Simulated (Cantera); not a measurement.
Input: 1 mol Si3N4, 1.2 mol H2, at 6.68 Torr.

Method: chemical equilibrium by Gibbs-energy minimisation in Cantera with the NASA 1993 tables (ideal gas, pure condensed phases). Candidate condensed phases: Si, Si3N4; 18 gas species. Mutual solubility and eutectic melting of coexisting phases are not modelled. The tables' values for SiN are old estimates; treat these amounts as uncertain. Gases not in the tables: Si2H6 and higher silanes. Equilibrium is a limit: real reactors are often held back by kinetics, nucleation or transport.

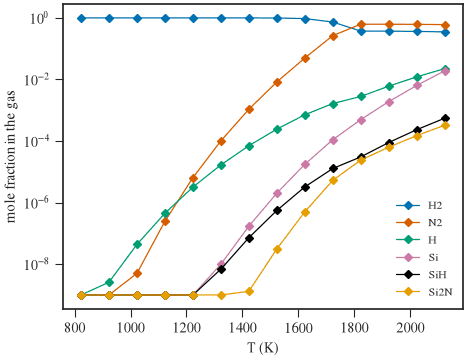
Equilibrium gas composition (values under 1e-9 drawn at 1e-9)

Q: Read off the mole fractions at 2123 K.

A: N2 about 0.61, H2 about 0.35, H about 0.023, Si about 0.019, SiH about 0.00055, Si2N about 0.00033.
